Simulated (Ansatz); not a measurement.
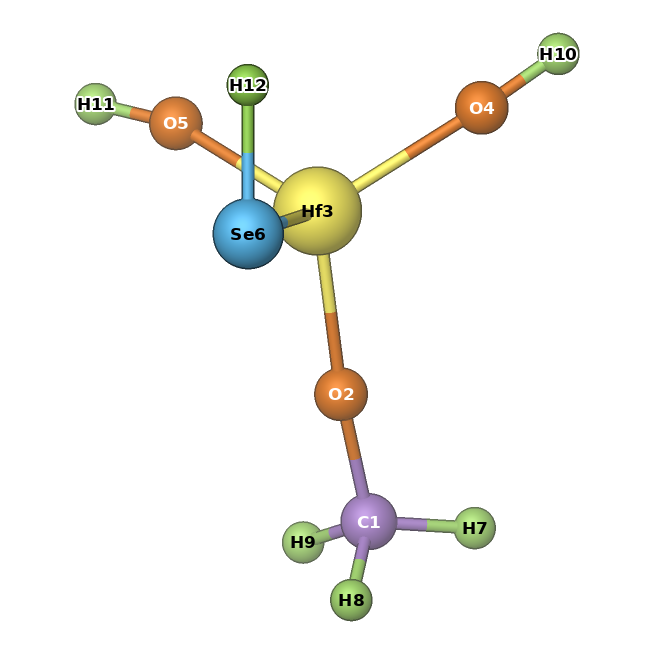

Hf3 lies behind Se6. The molecule seen a little off the Se6–Hf3 bond, Se6 in front. Atoms fade into the background with distance from the viewer. The species is neutral and a spin singlet. Computed geometry: PBE0-D4/def2-TZVP optimisation.

> What is the torsion angle H12–Se6–Hf3–O2? The sign is positive where the front bond must turn clockwise to cover the back bond.

176°, antiperiplanar (anti).
